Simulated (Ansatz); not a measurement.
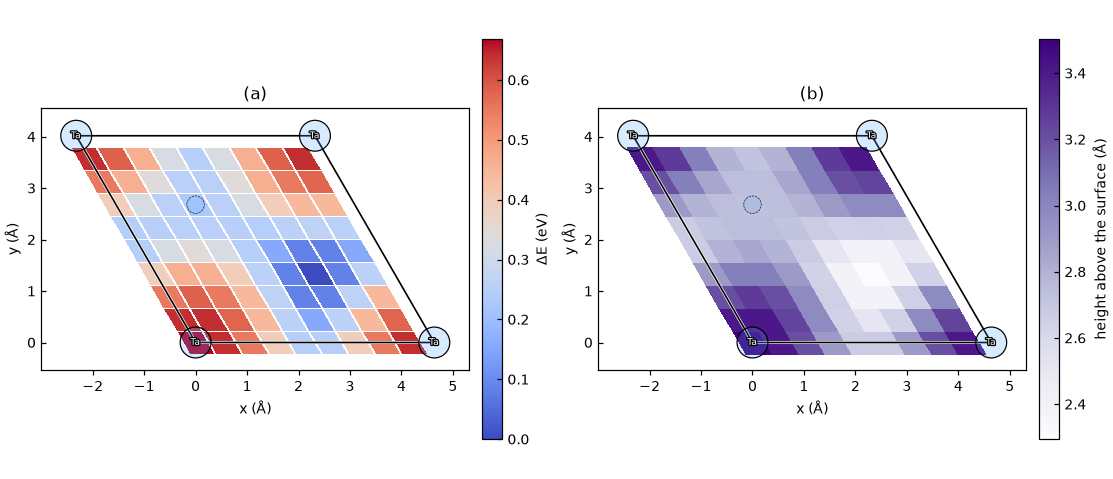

K on a Ta(111) slab cut from the Im-3m phase, its upper half relaxed before the scan (6 atoms of substrate and one adsorbate in a 1 × 1 cell). K is moved over the surface cell; relaxed at each place: the height of the adsorbate's atoms; substrate rigid; the origin of the map has the adsorbate above Ta6. Places are given modulo a cell vector. The map is drawn in real space over the plane of the surface. The grid has 9 × 9 points; 19 points were computed and 62 follow by symmetry. All energies are given in eV relative to the lowest grid point. With one adsorbate in each 1 × 1 cell, its nearest image is 4.6 Å away, so neighbouring adsorbates interact. Level of theory: Ansatz, DFT PBEsol, scalar-relativistic, plane waves, PAW. Settings: cutoff 420 eV, k-mesh 6×6×1, gaussian smearing 0.1 eV, no spin polarisation.

Panel (a) is the energy; panel (b) is the computed height above the surface, in Å.

In the figure: one coloured cell a grid point, labelled circles for the atoms of the top layer and small ones for the second layer, the outline of one cell of the plane.

Q: How does the height above the surface vary over the map, and what is it at the lowest grid point?

A: It runs from 2.29 Å at a threefold hollow over a third-layer Ta atom, (6/9, 3/9) of the cell vectors to 3.50 Å at the top site over a surface Ta atom, (0/9, 0/9) of the cell vectors. At the lowest grid point, a threefold hollow over a third-layer Ta atom, (6/9, 3/9) of the cell vectors, it is 2.29 Å.

PAW datasets: the set soft_1.
